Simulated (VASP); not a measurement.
Band structure of Fe (bcc). These are vdW-DF2, VASP's PBE PAW potentials (set 64) (plane waves; VASP) values and carry that method's errors.

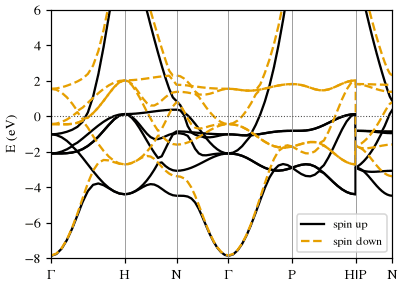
Figure: Bands along high-symmetry lines, zero at the valence-band maximum or, without a gap, the Fermi level

Question: Read the plot: is there a gap, and where are the band edges?

Answer: It has no gap at this level: it comes out as a metal or semimetal. (Edges off the drawn lines would not show.)

The compound is Fe in the bcc structure. It was relaxed first.
